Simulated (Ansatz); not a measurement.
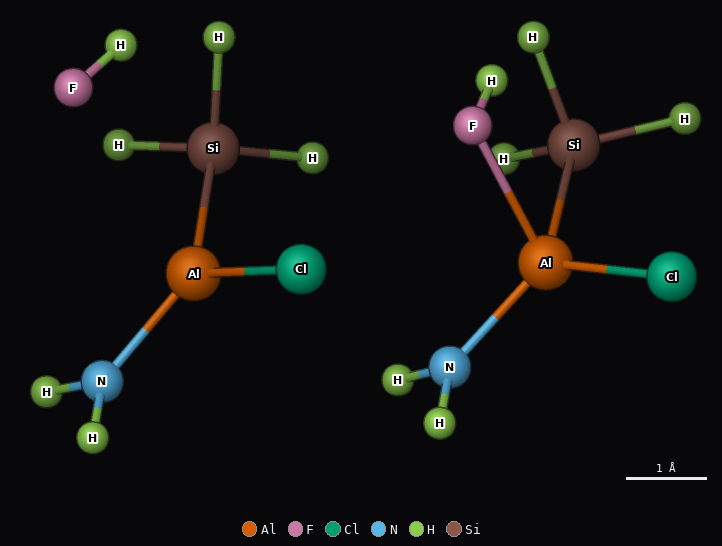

Two geometries of AlSiNH6ClF, drawn at one scale. One is the start of a relaxation, the other its converged end. Style: ball-and-stick. Shown from a free direction.

All numbers below come from RKS PBE/def2-SVP (Ansatz 0.2.0). Set-up: no spin polarisation; force threshold 0.03 eV/Å; at most 50 steps.

Which one is relaxed?

Answer. The right one is the relaxed one. The run prepares an end point of a later path (reaction) calculation, from a guessed geometry. After 12 accepted moves (14 points after the start) the energy has fallen by 0.252 eV. The largest force component goes from 0.85 to 0.016 eV/Å. The line search rejected the trial steps at points 4, 12 of the run. The F atom moves most after the best rigid fit: 0.69 Å. Largest moves by element: F 0.69 Å, H 0.60 Å, N 0.28 Å, Al 0.21 Å, Cl 0.18 Å, Si 0.10 Å. Among the contacts that change: Al–F 2.882 → 2.089 Å, Al–Si 2.351 → 2.469 Å, F–H 0.935 → 0.980 Å, H–Si 1.526 → 1.555 Å. New bonds form, among them: Al–F (2.88 → 2.09 Å). Bond angles that change, for instance: Al–Si–H 108.7° → 100.5°, Al–Si–H 113.0° → 119.0°, Al–Si–H 116.3° → 119.9°. Groups turn about Al–Si by about 30°. Cost: 20 s on 4 threads of AMD EPYC 7R43 64-Core Processor (Zen 3) (shared host), peak memory 0.2 GiB.
